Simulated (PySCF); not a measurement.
Ga(H)3, SMILES [GaH3] (H3Ga) at its PBE0/def2-SVP optimised geometry (Å):

```
4

Ga    -0.3923     0.0006     0.0000
H     -1.1771    -1.3606     0.0027
H     -1.1789     1.3606     0.0000
H      1.1789     0.0006     0.0000
```

Calculation: PBE0/def2-TZVP run with PySCF. Cells within 0.4 Å of a nucleus heavier than hydrogen are left out (blank, or x).

Map of the log10 of the electron density (e/bohr³), floored at −4 on the plane z = 0.0 Å:

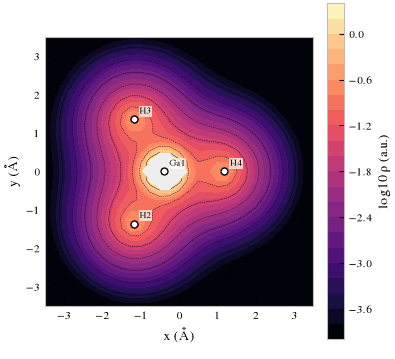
Log10 of the electron density (e/bohr³), floored at −4 on the plane z = 0.0 Å.
